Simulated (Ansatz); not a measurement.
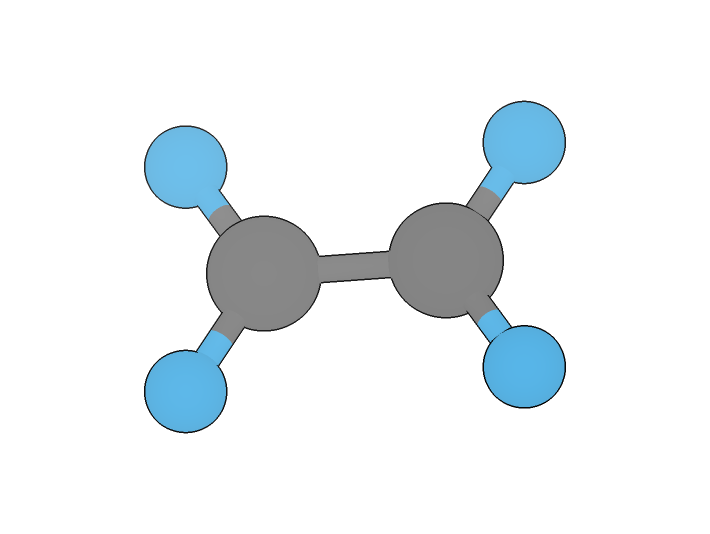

The picture shows a molecular structure as a ball-and-stick model. Every bond is drawn as one stick, whatever its order. Colours: carbon grey, hydrogen blue.

The computed structure is the end point of a PBE0-D4/def2-TZVP optimisation.

Describe the molecule.

It has 6 atoms: 2 carbon and 4 hydrogen (C2H4). The point group is D2h. All atoms lie on one plane. Coordination: 2 C trigonal planar.

The parts below concern this one geometry. Atoms keep their numbers from picture to picture.

## Shape

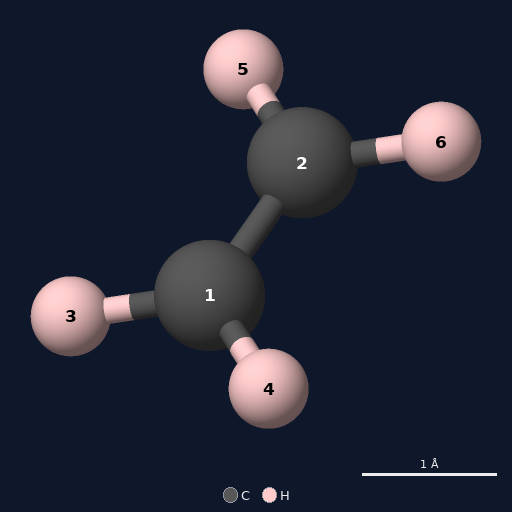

The atoms are numbered.

What are the angles C2–C1–H3, H3–C1–H4?

```json
{"angle": "C2–C1–H3", "degrees": "121.7"}
{"angle": "H3–C1–H4", "degrees": "116.7"}
```

## Charges

The questions are on Mulliken charges. Method: RKS PBE0-D4/def2-TZVP (Ansatz 0.2.0).

List the Mulliken charges.

| atom | value (e) |
| --- | --- |
| C1 | −0.25 |
| C2 | −0.25 |
| H3 | 0.13 |
| H4 | 0.13 |
| H5 | 0.13 |
| H6 | 0.13 |

## Electronic properties

Method: RKS PBE0-D4/def2-TZVPP (Ansatz 0.2.0).

Question: Estimate the HOMO energy (Kohn–Sham orbital).

Answer: −7.91 eV.

Question: What is the LUMO energy (Kohn–Sham orbital)?

Answer: 0.13 eV.

## Thermal motion

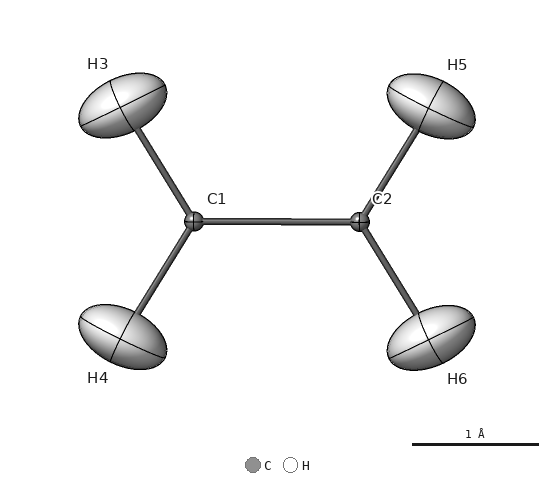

Displacement ellipsoids at the 50 % level, enlarged 2 times, from the internal vibrations of the free molecule (harmonic, no overall translation or rotation; no half-axis is drawn under 0.075 Å). Vibrations computed with RKS PBE0-D4/def2-TZVP (Ansatz 0.2.0). Temperature: 600 K.

Question: Which atom has the largest mean-square displacement?

Answer: H3, H4, H5, H6, with U_eq = 0.0106 Å².

Question: Does H4 move more along its bond or across it?

Answer: Across it: the root-mean-square amplitude is 0.072 Å along the bond and up to 0.121 Å across, since bending and torsion are softer than stretching.

List U_eq and the three principal root-mean-square amplitudes for each kind of atom.

```json
{"atom": "C1, C2", "U_eq (Å²)": "0.00042", "rms amplitudes (Å)": "0.018, 0.021, 0.022"}
{"atom": "H3, H4, H5, H6", "U_eq (Å²)": "0.0106", "rms amplitudes (Å)": "0.071, 0.111, 0.121"}
```

Mulliken values depend strongly on the basis set and can even reverse the polarity of a bond.
